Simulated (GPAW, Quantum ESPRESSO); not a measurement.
# K (Im-3m): the K K absorption edge, part 2 of 4

Do two independent programs agree on the K K edge of K (Im-3m)? The same cell and functional are run with XSpectra and with GPAW.

Quantum ESPRESSO 7.5 and GPAW 26.7.0; core-hole supercells, plane-wave PAW LDA.

So far. Step 2 (The field without a hole (Quantum ESPRESSO)): The mesh shows no gap, so the system is treated as a metal and the core electron is put at the Fermi level (neutral cell). Step 3 (Spectrum without a core hole, K atom 1 (Quantum …): Main maxima below 30 eV (height): 1.2 eV (0.79), 7.5 eV (2.22), 12.3 eV (1.26), 13.9 eV (1.17), 18.7 eV (1.48), 25.8 eV (1.18) and 26.8 eV (1.15). A K edge sees empty p states on the absorber.

The database entry behind the starting cell lists a temperature near 5 K, so it need not match the best structure at ambient conditions.

## Step 6: The atom with a core hole (Quantum ESPRESSO)

Level of this step: all-electron atom with a core hole and its PAW potential, LDA, scalar-relativistic (Quantum ESPRESSO).

The final state has one core electron fewer, so a PAW data set is made for an atom with that hole.

File K.lda-spn-kjpaw-1sch.ld1.in:

```
&input
   title='K', zed=19., rel=1, iswitch=3, dft='PZ',
   config='1s1 2s2 2p6 3s2 3p6 4s2 4p0 3d-1'
/
&inputp
   file_pseudopw='K.lda-spn-kjpaw-1sch.UPF', author='',
   lpaw=.true.,
   pseudotype=3,
   lloc=-1,
   rcloc=1.5,
   which_augfun='PSQ',
   rmatch_augfun_nc=.true.,
   nlcc=.true.,
   new_core_ps=.true.,
   rcore=1.0,
   tm=.true.,
   zval=10,
   lgipaw_reconstruction=.true., use_paw_as_gipaw=.true.
/
6
3S  1  0  2.00  0.00  1.20  1.30  0.0
4S  2  0  2.00  0.00  1.20  1.30  0.0
3P  2  1  6.00  0.00  1.40  1.60  0.0
4P  3  1  0.00  0.00  1.40  1.60  0.0
3D  3  2  0.00  0.05  1.20  1.70  0.0
3D  3  2  0.00  1.00  1.20  1.70  0.0
```

The run is started by

```console
ld1.x < K.lda-spn-kjpaw-1sch.ld1.in > K.lda-spn-kjpaw-1sch.ld1.out
```

The program printed:

```text
     [... banner and references ...]
PAW data will be used for GIPAW calculation
     --------------------------- All-electron run ----------------------------

     K
     scalar relativistic calculation

     atomic number is 19.00
     dft =PZ   lsd =0 sic =0 latt =0  beta=0.20 tr2=1.0E-14
     Exchange-correlation= PZ
                           (   1   1   0   0   0   0   0)
     mesh =1165 r(mesh) = 100.03909 a.u. xmin = -7.00 dx = 0.01250
     1 Ry =  13.60569312 eV, c = 137.03599908

     n l     nl                  e(Ry)          e(Ha)          e(eV)
     1 0     1S 1( 1.00)      -273.5519      -136.7759     -3721.8631
     2 0     2S 1( 2.00)       -29.3944       -14.6972      -399.9318
     2 1     2P 1( 6.00)       -24.6021       -12.3011      -334.7288
[...]
final scf error:  6.8E-15 reached in  24 iterations

     Etot =    -935.527622 Ry,    -467.763811 Ha,  -12728.501734 eV

     Ekin =     939.304070 Ry,     469.652035 Ha,   12779.882925 eV
     Encl =   -2274.303236 Ry,   -1137.151618 Ha,  -30943.471893 eV
     Eh   =     453.086827 Ry,     226.543413 Ha,    6164.560319 eV
     Exc  =     -53.615283 Ry,     -26.807641 Ha,    -729.473085 eV

     normalization and overlap integrals

     s(1S/1S) =  1.000000  <r> =   0.0800  <r2> =    0.0086  r(max) =   0.0526
     s(1S/2S) = -0.001658
     s(1S/3S) = -0.000583
     s(1S/4S) = -0.000163
     s(2S/2S) =  1.000000  <r> =   0.3734  <r2> =    0.1651  r(max) =   0.3067
[...]
s(2P/2P) =  1.000000  <r> =   0.3297  <r2> =    0.1344  r(max) =   0.2480
     s(2P/3P) = -0.000256
     s(2P/4P) = -0.000056
     s(3S/3S) =  1.000000  <r> =   1.1785  <r2> =    1.6054  r(max) =   1.0056
[...]
Etot =    -935.527622 Ry,    -467.763811 Ha,  -12728.501734 eV

     Ekin =     939.304070 Ry,     469.652035 Ha,   12779.882925 eV
     Encl =   -2274.303236 Ry,   -1137.151618 Ha,  -30943.471893 eV
     Eh   =     453.086827 Ry,     226.543413 Ha,    6164.560319 eV
     Exc  =     -53.615283 Ry,     -26.807641 Ha,    -729.473085 eV

     normalization and overlap integrals

[...]
s(2S/4S) = -0.000089
     s(2P/2P) =  1.000000  <r> =   0.3297  <r2> =    0.1344  r(max) =   0.2480
     s(2P/3P) = -0.000256
     s(2P/4P) = -0.000056
     s(3S/3S) =  1.000000  <r> =   1.1785  <r2> =    1.6054  r(max) =   1.0056
     s(3S/4S) = -0.000048
     s(3P/3P) =  1.000000  <r> =   1.2730  <r2> =    1.9160  r(max) =   1.0440
     s(3P/4P) = -0.000031
     s(4S/4S) =  1.000000  <r> =   4.0234  <r2> =   18.5907  r(max) =   3.3806
     s(4P/4P) =  1.000000  <r> =   5.2998  <r2> =   32.6341  r(max) =   4.3408

     ------------------------ End of All-electron run ------------------------

     ---------------------- Testing the pseudopotential ----------------------

     K
     scalar relativistic calculation

     atomic number is 19.00   valence charge is 10.00
     dft = SLA  PZ   NOGX NOGC   lsd =0 sic =0 latt =0  beta=0.20 tr2=1.0E-14
     mesh =1165 r(mesh) = 100.03909 xmin = -7.00 dx = 0.01250

     n l     nl             e AE (Ry)        e PS (Ry)    De AE-PS (Ry)
[...]
2 1     3P   1( 6.00)       -2.07823       -2.07820       -0.00002
     3 1     4P   1( 0.00)       -0.11045       -0.11045       -0.00000

     eps = 5.0E-16  iter =  4

     Etot =    -935.527622 Ry,    -467.763811 Ha,  -12728.501734 eV
     Etotps =  -114.838506 Ry,     -57.419253 Ha,   -1562.457474 eV

     Ekin =      89.151048 Ry,      44.575524 Ha,    1212.961797 eV
     Encl =    -206.899816 Ry,    -103.449908 Ha,   -2815.015405 eV
     Ehrt =      56.525621 Ry,      28.262811 Ha,     769.070256 eV
     Ecxc =     -53.615359 Ry,     -26.807680 Ha,    -729.474122 eV
     (Ecc =      -1.267585 Ry,      -0.633793 Ha,     -17.246379 eV)

     ---------------------- End of pseudopotential test ----------------------
```

Wall time 0.72 s (1 MPI rank of Arm Neoverse V1, shared host); peak memory 0.12 GiB.

Removing the core electron and adding it to the valence shell costs the free atom 3613.5 eV.

## Step 7: Supercell with XCH, K atom 1 (Quantum ESPRESSO)

The holes are 7.4 Å apart. The excited electron is kept in the cell, where it fills the lowest empty states and screens the hole.

File scf.in:

```
&control
   calculation='scf', prefix='x', pseudo_dir='../pp', outdir='tmp', tprnfor=.true.
/
&system
   ibrav=0, nat=4, ntyp=2, nbnd=23
   ecutwfc=46, ecutrho=310
   occupations='smearing', smearing='mv', degauss=0.015
/
&electrons
   conv_thr=4.0e-08, electron_maxstep=120
   mixing_beta=0.5
/
ATOMIC_SPECIES
K0 1.0 K.lda-spn-kjpaw-1sch.UPF
K 1.0 K.lda-spn-kjpaw.UPF
CELL_PARAMETERS angstrom
  5.22500000 -5.22500000 0.00000000
  5.22500000 0.00000000 -5.22500000
  5.22500000 0.00000000 5.22500000
ATOMIC_POSITIONS crystal
K0   0.00000000 0.00000000 0.00000000
K    0.00000000 0.50000000 0.50000000
K    0.50000000 0.75000000 0.25000000
K    0.50000000 0.25000000 0.75000000
K_POINTS automatic
5 5 5 0 0 0
```

The run is started by

```console
OMP_NUM_THREADS=1 mpirun --oversubscribe --bind-to none -np 4 pw.x -nk 4 -in scf.in > scf.out
```

The program printed:

```text
     [... banner and references ...]
[banner, memory and clock lines left out]
using ibrav=0 with symmetry is DISCOURAGED, use correct ibrav instead

     G-vector sticks info

     bravais-lattice index     =            0
     lattice parameter (alat)  =      13.9637  a.u.
     unit-cell volume          =    1925.2427 (a.u.)^3
     number of atoms/cell      =            4
     number of atomic types    =            2
     number of electrons       =        37.00
     number of Kohn-Sham states=           23
     kinetic-energy cutoff     =      46.0000  Ry
     charge density cutoff     =     310.0000  Ry
     scf convergence threshold =      4.0E-08
     mixing beta               =       0.5000
     number of iterations used =            8  plain     mixing
     Exchange-correlation= SLA  PZ   NOGX NOGC
                           (   1   1   0   0   0   0   0)

     celldm(1)=  13.963689  celldm(2)=   0.000000  celldm(3)=   0.000000
     celldm(4)=   0.000000  celldm(5)=   0.000000  celldm(6)=   0.000000

     crystal axes: (cart. coord. in units of alat)
               a(1) = (   0.707107  -0.707107   0.000000 )
               a(2) = (   0.707107   0.000000  -0.707107 )
               a(3) = (   0.707107   0.000000   0.707107 )

     reciprocal axes: (cart. coord. in units 2 pi/alat)
               b(1) = (  0.000000 -1.414214  0.000000 )
               b(2) = (  0.707107  0.707107 -0.707107 )
               b(3) = (  0.707107  0.707107  0.707107 )

     ../pp/K.lda-spn-kjpaw-1sch.UPF
     Pseudo is Projector augmented-wave + core cor, Zval = 10.0
     Shape of augmentation charge: PSQ
[...]
k = 0.4243 0.4243 0.1414 ( 10142 PWs)   bands (ev):

[...]
k =-0.1414-0.1414-0.4243 ( 10150 PWs)   bands (ev):

[...]
k = 0.0000 0.0000-0.2828 ( 10137 PWs)   bands (ev):

[...]
k = 0.5657 0.5657-0.0000 ( 10157 PWs)   bands (ev):

[...]
k = 0.0000 0.0000-0.5657 ( 10166 PWs)   bands (ev):

[...]
0.1542   1.2432   1.7744   1.8599   2.2159   2.2159   2.7341

          k = 0.5657 0.2828-0.0000 ( 10162 PWs)   bands (ev):

   -39.9119 -30.0128 -29.8675 -29.8674 -22.7650 -22.7649 -22.7649 -13.6901
   -13.6885 -13.6871 -13.5498 -13.5455 -13.5429 -13.5403 -13.5384 -13.5375
     0.3237   1.1455   1.3925   1.6060   2.5145   2.5493   2.7104

     the Fermi energy is     1.7167 ev

!    total energy              =    -444.55801074 Ry
     total all-electron energy =     -4539.222126 Ry
     estimated scf accuracy    <       0.00000001 Ry
     smearing contrib. (-TS)   =      -0.00094676 Ry
     internal energy E=F+TS    =    -444.55706397 Ry

     The total energy is F=E-TS. E is the sum of the following terms:
     one-electron contribution =    -154.98549375 Ry
     hartree contribution      =      80.52698760 Ry
     xc contribution           =     -44.76575917 Ry
     ewald contribution        =    -126.28449748 Ry
     one-center paw contrib.   =    -199.04830117 Ry

     convergence has been achieved in   6 iterations

     Forces acting on atoms (cartesian axes, Ry/au):

     atom    1 type  1   force =     0.00000000    0.00000000    0.00000000
     atom    2 type  2   force =    -0.00000000   -0.00000000   -0.00000000
     atom    3 type  2   force =     0.00000000   -0.00000000    0.00000000
     atom    4 type  2   force =     0.00000000   -0.00000000   -0.00000000

     Total force =     0.000000     Total SCF correction =     0.000000

     XML data file, charge density, pseudopotentials, collected wavefunctions
```

The job ended after 18 s (4 MPI ranks; peak memory 0.28 GiB; 72 s of CPU time).

Energy with the hole: -61759.263 eV, cores included.

## Step 8: Spectrum with XCH, K atom 1 (Quantum ESPRESSO)

The Lanczos recursion gives the spectrum without computing empty bands; each polarisation needs a run of its own on the full k mesh. xe0 is set between filled and empty states, and states below it are cut, here at the Fermi level, which holds the excited electron. The file of filecore holds the core orbital, taken from the hole-free data set.

File xspectra.in:

```
&input_xspectra
   calculation='xanes_dipole', edge='K'
   prefix='x', outdir='tmp', xiabs=1, xe0=1.7167
   xonly_plot=.false., x_save_file='xanes.sav'
   xniter=3000, xcheck_conv=20, xerror=0.005
   xcoordcrys=.false., xepsilon(1)=1, xepsilon(2)=0, xepsilon(3)=0
/
&plot
   xnepoint=413, xemin=-10, xemax=45, terminator=.true., cut_occ_states=.true.
   xgamma=0.4
/
&pseudos
   filecore='../K.wfc'
/
&cut_occ
   cut_desmooth=0.1, cut_stepl=0.05, cut_stepu=0.05, cut_ierror=1e-5
/
6 6 6 0 0 0
```

The run is started by

```console
OMP_NUM_THREADS=1 mpirun --oversubscribe --bind-to none -np 4 xspectra.x -nk 4 -in xspectra.in > xspectra.out
```

The program printed:

```text
     [... banner and references ...]
Reading input_file

     calculation: xanes_dipole

     xepsilon  [cartesian coordinates]:   1.000000   0.000000   0.000000

     xonly_plot: FALSE
        => complete calculation: Lanczos + spectrum plot

     filecore (core-wavefunction file): ../K.wfc

     main plot parameters:
        cut_occ_states: TRUE
        gamma_mode:  constant
        -> using xgamma [eV]:  0.40
        xemin [eV]: -10.00
        xemax [eV]:  45.00
        xnepoint:  413
        xe0 [eV]:   1.716700 (energy zero read in input file)

     WARNING: variable ef_r is obsolete

                      Reading SCF save directory: x.save

     tmp/x.save/

     Exchange-correlation= PZ
                           (   1   1   0   0   0   0   0)

     G-vector sticks info

                           Getting the Fermi energy

     From SCF save directory:
        ehomo [eV]:    2.0758 (highest occupied level)
        elumo [eV]:    2.1118 (lowest occupied level)
        ef    [eV]:    2.0758

     -> ef (in eV) will be written in x_save_file

                           Energy zero of the spectrum

     -> ef will NOT be used as energy zero of the spectrum
       (because xe0 read in input file)

     G-vector sticks info

     bravais-lattice index     =            0
     lattice parameter (alat)  =      13.9637  a.u.
     unit-cell volume          =    1925.2427 (a.u.)^3
     number of atoms/cell      =            4
     number of atomic types    =            2
     number of electrons       =        37.00
     number of Kohn-Sham states=           23
     kinetic-energy cutoff     =      46.0000  Ry
     charge density cutoff     =     310.0000  Ry
     Exchange-correlation= PZ
                           (   1   1   0   0   0   0   0)

     celldm(1)=  13.963689  celldm(2)=   0.000000  celldm(3)=   0.000000
     celldm(4)=   0.000000  celldm(5)=   0.000000  celldm(6)=   0.000000

     crystal axes: (cart. coord. in units of alat)
               a(1) = (   0.707107  -0.707107   0.000000 )
               a(2) = (   0.707107   0.000000  -0.707107 )
               a(3) = (   0.707107   0.000000   0.707107 )

     reciprocal axes: (cart. coord. in units 2 pi/alat)
               b(1) = (  0.000000 -1.414214  0.000000 )
               b(2) = (  0.707107  0.707107 -0.707107 )
               b(3) = (  0.707107  0.707107  0.707107 )

     ../pp/K.lda-spn-kjpaw-1sch.UPF
     Pseudo is Projector augmented-wave + core cor, Zval = 10.0
     Shape of augmentation charge: PSQ
     Using radial grid of 1165 points,  6 beta functions with:
                l(1) =   0
                l(2) =   0
                l(3) =   1
                l(4) =   1
                l(5) =   2
[...]
Q(r) pseudized with 0 coefficients

     ../pp/K.lda-spn-kjpaw.UPF
     Pseudo is Projector augmented-wave + core cor, Zval =  9.0
     Shape of augmentation charge: PSQ
     Using radial grid of 1165 points,  6 beta functions with:
[...]
l(4) =   1
                l(5) =   2
                l(6) =   2
     Q(r) pseudized with 0 coefficients

     atomic species   valence    mass     pseudopotential
     K0               10.00     1.00000     K ( 1.00)
     K                 9.00     1.00000     K ( 1.00)

     48 Sym. Ops., with inversion, found

   Cartesian axes

     site n.     atom                  positions (alat units)
         1        K0     tau(   1) = (   0.0000000   0.0000000   0.0000000  )
         2        K      tau(   2) = (   0.7071068   0.0000000   0.0000000  )
         3        K      tau(   3) = (   1.0606602  -0.3535534  -0.3535534  )
         4        K      tau(   4) = (   1.0606602  -0.3535534   0.3535534  )

     number of k points=   216  Marzari-Vanderbilt smearing, width (Ry)=  0.0150

     Number of k-points >= 100: set verbosity='high' to print them.

     Dense  grid:   177663 G-vectors     FFT dimensions: (  80,  80,  80)

     Smooth grid:    81211 G-vectors     FFT dimensions: (  64,  64,  64)

     The potential is recalculated from file :
     tmp/x.save/charge-density

     Starting wfcs are   32 atomic wfcs
     Checking if some PAW data can be deallocated...

               Reading core wavefunction file for the absorbing atom

     ../K.wfc successfully read

                              Attributing the PAW radii
                     for the absorbing atom [units: Bohr radius]

        PAW proj 1: r_paw(l= 0)= 1.95  (1.5*r_cut)
        PAW proj 2: r_paw(l= 0)= 1.95  (1.5*r_cut)
        PAW proj 3: r_paw(l= 1)= 2.40  (1.5*r_cut)
        PAW proj 4: r_paw(l= 1)= 2.40  (1.5*r_cut)
        PAW proj 5: r_paw(l= 2)= 2.55  (1.5*r_cut)
        PAW proj 6: r_paw(l= 2)= 2.55  (1.5*r_cut)

        NB: The calculation will not necessary use all these r_paw values.
            - For a edge in the electric-dipole approximation,
              only the r_paw(l=1) values are used.
            - For a K edge in the electric-quadrupole approximation,
              only the r_paw(l=2) values are used.

            - For a L2 or L3 edge in the electric-quadrupole approximation,

              all projectors (s, p and d) are used.

                          Starting XANES calculation
                     in the electric dipole approximation

     Method of calculation based on the Lanczos recursion algorithm
        - STEP 1: Construction of a kpoint-dependent Lanczos basis,
          in which the Hamiltonian is tridiagonal (each 'iter'
          corresponds to the calculation of one more Lanczos vector)
        - STEP 2: Calculation of the cross-section as a continued fraction
          averaged over the k-points.

     ... Begin STEP 1 ...

        Radial transition matrix element(s) used in the calculation of the
        initial vector of the Lanczos basis (|tilde{phi}_abs> normalized)
        | For PAW proj. (l=1) #1: radial matrix element =   0.018187903
        | For PAW proj. (l=1) #2: radial matrix element =   0.022567882

NB: the    54 k-point are not all listed below because npool=  4
        |-------------------------------------------------------------
        ! k-point #     1:  ( 0.0000,  0.0000,  0.0000),  0.0093,   1
        |-------------------------------------------------------------
 okvan= T
        |   Norm of the initial Lanczos vector: 0.14573870E-01
        |   Estimated error at iter     20:   1.01443080
        |   Estimated error at iter     40:   0.38674916
        |   Estimated error at iter     60:   0.29409201
        |   Estimated error at iter     80:   0.39502837
        |   Estimated error at iter    100:   0.18616223
[...]
!   => CONVERGED at iter    200 with error=  0.00410576
        |-------------------------------------------------------------
        ! k-point #     2:  ( 0.1179,  0.1179,  0.1179),  0.0093,   1
        |-------------------------------------------------------------
 okvan= T
        |   Norm of the initial Lanczos vector: 0.14575010E-01
[...]
!   => CONVERGED at iter    580 with error=  0.00473364
        |-------------------------------------------------------------
     [... 51 further k-points ...]
        ! k-point #    54:  ( 0.8250,  0.5893,  0.3536),  0.0093,   1
        |-------------------------------------------------------------
 okvan= T
        |   Norm of the initial Lanczos vector: 0.14584764E-01
[...]
|   Estimated error at iter    500:   0.01183394
        |   Estimated error at iter    520:   0.01390148
        |   Estimated error at iter    540:   0.01087017
        !   => CONVERGED at iter    560 with error=  0.00471278

     Results of STEP 1 successfully written in x_save_file
     x_save_file name:
     ->  xanes.sav
     x_save_file version:  2

     ... End STEP 1 ...

     ... Begin STEP 2 ...

     The spectrum is calculated using the following parameters:
        xe0 [eV]:    1.7167
        the occupied states are elimintate from the spectrum
        xemin [eV]: -10.00
        xemax [eV]:  45.00
        xnepoint:  413
        constant broadening parameter [eV]:    0.400
        Core level energy [eV]:  -3608.
         (from electron binding energy of neutral atoms in X-ray data booklet)

     Cross-section successfully written in xanes.dat

     ... End STEP 2 ...

                                END JOB XSpectra
```

Run time: 3.4 min. Hardware: 4 MPI ranks; peak memory 0.22 GiB.

The K K spectrum, K atom 1, excited-electron core hole (neutral cell) (energy from the energy zero of the input (xe0, at the border of filled and empty states); intensity scaled to a mean of 1 over the first 20 eV; the points at xe0, where the cut of filled states can leave a spike, are interpolated):

| E (eV) | intensity |
| --- | --- |
| -2.0 | 0.06 |
| -0.5 | 0.21 |
| 1.0 | 1.28 |
| 2.5 | 0.55 |
| 4.0 | 0.99 |
| 5.5 | 0.86 |
| 7.0 | 1.88 |
| 8.5 | 0.79 |
| 10.0 | 0.75 |
| 11.5 | 0.95 |
| 13.0 | 0.99 |
| 14.5 | 1.02 |
| 16.0 | 0.97 |
| 17.5 | 1.24 |
| 19.0 | 1.01 |
| 20.5 | 0.81 |
| 22.0 | 0.88 |
| 23.5 | 1.00 |
| 25.0 | 0.93 |
| 26.5 | 0.92 |
| 28.0 | 0.73 |
| 29.5 | 0.77 |
| 31.0 | 1.06 |

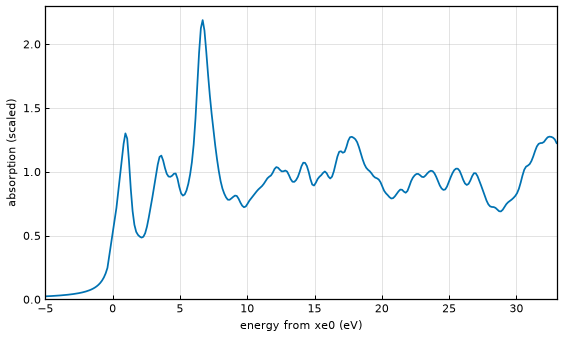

The K K edge, K atom 1, excited-electron core hole (neutral cell): main maxima at 0.9, 6.7 and 17.8 eV.

Main maxima below 30 eV (height): 0.9 eV (1.30), 3.6 eV (1.13), 6.7 eV (2.19), 12.2 eV (1.04), 14.2 eV (1.07) and 17.8 eV (1.27). 

The total-energy difference is 3613.12 eV. One term is added: -19.73 eV, since the hole is spin-paired here and a spin-polarised one costs that much less in the free atom (computed apart). The photon energy is then 3593.39 eV. The tabulated edge of the element is 3608.4 eV. The functional leaves an error in such absolute values: in the free atom LDA prices this hole 11.1 eV below PBE (computed apart), and PBE is itself good to a few eV.

[end of part 2 of 4]

[Banner, clock and machine lines of the logs are left out without a mark of their own.]

[Logs are printed without paths, hosts, clocks, repeated set-up lines and the standing remarks that a program may print on its own settings, such as how far it seeks lower states.]

[Hosts, paths, dates, database ids (printed as entryN), source tags and the programs' standing remarks are cut or masked in the printed files.]

[Lists of maxima count a maximum above −3 eV only where it reaches 4 % of the highest in the window and stands out from its surroundings by 2 % of it (1.5 % where it reaches 55 %); shoulders and weaker maxima are passed over, and of the rest the first, up to two pre-edge ones and the few strongest are named.]
